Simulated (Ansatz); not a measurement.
All values below come from PBE (plane waves to 420 eV, PAW; Ansatz, a program for electronic structure).

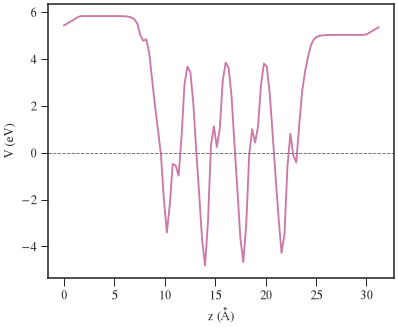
Figure. Plane-averaged electrostatic potential energy along the normal, in eV from the highest filled level, for a constructed model of the (111)B surface of zinc-blende CdTe, Te-terminated, 2x2 Cd adatom at H3 (bottom of the slab: 2 H on 4 bottom sites)

Slab: 35 atoms, 15.3 Å thick at the start with caps and adatoms; k 3x3x1, smearing 0.025 eV, dipole-corrected; 8 atoms held, the rest relaxed; start symmetry kept, larger cells not searched; no spin, no spin-orbit, no U. In PBE it is, or lies within 0.01 eV a 1x1 cell of, the lowest of the 3 structures of its composition computed so far; subsurface sites and larger cells were not tried.

The vacuum level lies 5.03 eV above the highest filled level over the top face and 5.83 eV above it under the bottom face.
